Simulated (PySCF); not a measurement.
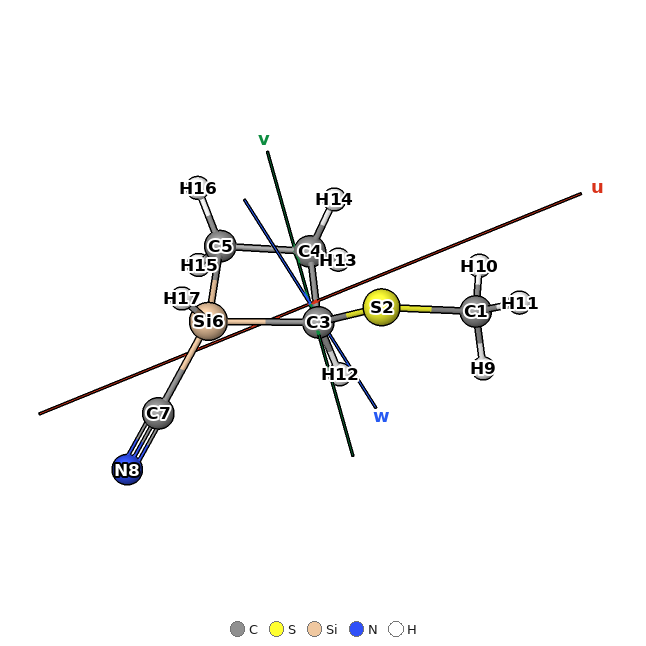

The lines u, v and w are the principal axes of the static dipole polarisability. Computed geometry: GFN2-xTB optimisation. No frequency run is at hand to confirm it as a minimum. Level of theory: PBE0/def2-SVPD (PySCF 2.14.0).

Along which axis is the molecule most polarisable, and along which least?

Most along u (close to the long direction C1···N8), least along w.

Give the three principal values.

u 133.2, v 99.7, w 91.0 bohr³; mean 108.0, anisotropy 38.6 bohr³.

The geometry is semi-empirical. Around Si such bond lengths and angles can be off by a tenth of an ångström or more and by several degrees, and values that hang on the shape move with them.
